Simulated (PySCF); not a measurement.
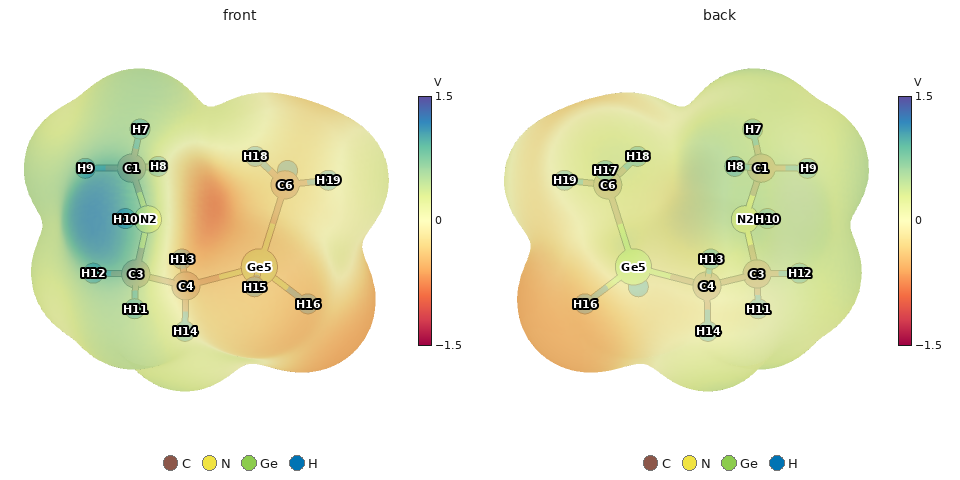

Figure 1: C4H13GeN. The electrostatic potential painted on the density surface at 0.001 e/bohr³, seen from the front and from behind; the colour scale runs from red (negative) to blue (positive).

Geometry: GFN2-xTB.

Level of theory: CAM-B3LYP/def2-SVPD, SCF density, gas phase in PySCF 2.14.0.

Input file:

```
{"job": {"kind": "uv", "xc": "CAM-B3LYP", "basis": "def2-SVPD", "nstates": 8, "ntriplets": 3}, "charge": 0, "multiplicity": 1}
C     -1.568407     1.115049    -0.518274
N     -1.125690     0.361716     0.640262
C     -1.211706    -1.079158     0.444745
C      0.023583    -1.533117    -0.314725
Ge     1.571972    -0.562520     0.468368
C      1.956988     1.208596    -0.302646
H     -1.516711     2.179973    -0.296255
H     -0.907006     0.903029    -1.356722
H     -2.597271     0.869043    -0.819922
H     -1.699357     0.630083     1.435343
H     -1.203468    -1.547385     1.431641
H     -2.141515    -1.377491    -0.068659
H     -0.067181    -1.300996    -1.375073
H      0.141502    -2.612605    -0.234547
H      1.410423    -0.479452     1.959185
H      2.808682    -1.416572     0.256660
H      2.050569     1.144075    -1.383444
H      1.170739     1.915658    -0.064782
H      2.894050     1.591326     0.091383
```

Launched as:

```sh
OMP_NUM_THREADS=1 python probes_run.py task.json out
```

> Where is the surface potential most negative and most positive?

The most negative region (about −0.8 V) lies over N2, the most positive (about +1.1 V) over H10.
